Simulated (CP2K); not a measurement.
Consider 2-carboxypyrrole at its PBE geometry (Å).

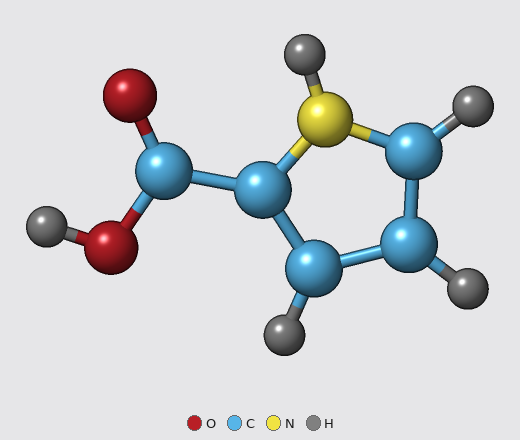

The molecule (oxygen red, carbon blue, nitrogen yellow, hydrogen grey).

```xyz
13

O     2.2350   -1.1112    0.9448
C     1.7431   -0.2735    0.1863
O     2.5040    0.5405   -0.6209
C     0.3222   -0.0294    0.0300
C    -0.4158    0.8437   -0.7712
C    -1.7827    0.6087   -0.5014
C    -1.8509   -0.4011    0.4578
N    -0.5749   -0.7714    0.7710
H     3.4300    0.2832   -0.4358
H     0.0089    1.5604   -1.4647
H    -2.6317    1.1128   -0.9499
H    -2.7057   -0.8723    0.9291
H    -0.2815   -1.4903    1.4248
```

Method: CP2K XAS_TDP, all-electron GAPW, PBEh(45%), aug-cc-pVDZ, TDA, no relativity.

**Question.** Predict the bright core excitations at the C K edge.

Leading lines: C2 283.50 eV, C4 282.35 eV, C5 281.33 eV, C6 282.37 eV and C7 282.24 eV. The leading line of an atom is its first one with 35 % of the strongest within 2.5 eV of its lowest line over the strength cut. 

The first six lines of each atom with a strength over 0.0015:

| atom | energy (eV) | states | strength, one atom |
| --- | --- | --- | --- |
| C2 (bonded to C and 2 O) | 283.50 | 1 | 0.0694 |
|  | 288.12 | 1 | 0.0037 |
|  | 289.05 | 1 | 0.0129 |
|  | 289.56 | 1 | 0.0023 |
|  | 289.95 | 1 | 0.0087 |
|  | 290.00 | 1 | 0.0035 |
| C4 (bonded to 2 C and N) | 282.35 | 1 | 0.0237 |
|  | 285.39 | 1 | 0.0312 |
|  | 285.47 | 1 | 0.0027 |
|  | 286.17 | 1 | 0.0056 |
|  | 286.57 | 1 | 0.0016 |
|  | 286.81 | 1 | 0.0023 |
| C5 (bonded to 2 C and H) | 281.33 | 1 | 0.0460 |
|  | 284.53 | 1 | 0.0063 |
|  | 284.56 | 1 | 0.0069 |
|  | 285.26 | 1 | 0.0033 |
|  | 285.77 | 1 | 0.0016 |
|  | 285.94 | 1 | 0.0023 |
| C6 (bonded to 2 C and H) | 282.37 | 1 | 0.0513 |
|  | 282.81 | 1 | 0.0021 |
|  | 284.18 | 1 | 0.0088 |
|  | 284.98 | 1 | 0.0022 |
|  | 285.71 | 2 | 0.0048 |
|  | 286.78 | 1 | 0.0018 |
| C7 (bonded to C, N and H) | 282.24 | 1 | 0.0509 |
|  | 285.07 | 1 | 0.0122 |
|  | 285.38 | 1 | 0.0058 |
|  | 286.15 | 1 | 0.0016 |
|  | 286.33 | 1 | 0.0017 |
|  | 286.77 | 1 | 0.0035 |

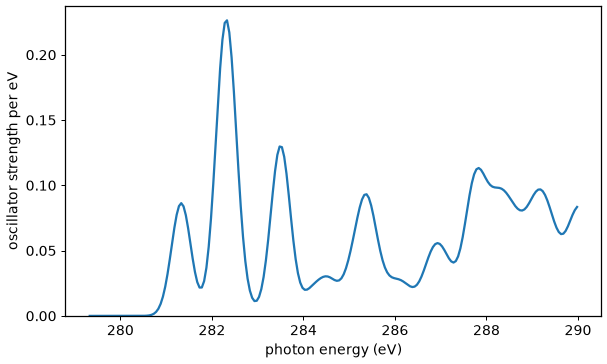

All atoms added, broadened by 0.5 eV.

Lines are vertical, at one geometry, with no vibrational structure. Without a correction of the core level, line positions, and the gaps between valence and Rydberg lines, follow the share of exact exchange. At this level such K lines come out 3 to 6 eV under measured ones. These values hold no scalar relativity, about 0.1 eV for C 1s. Rydberg lines, and the discretised continuum above threshold, depend on the basis and the box.

[Banner, clock and machine lines of the logs are left out without a mark of their own.]

[Logs are printed without paths, hosts, clocks, repeated set-up lines and the standing remarks that a program may print on its own settings, such as how far it seeks lower states.]

[Hosts, paths, dates, database ids (printed as entryN), source tags and the programs' standing remarks are cut or masked in the printed files.]
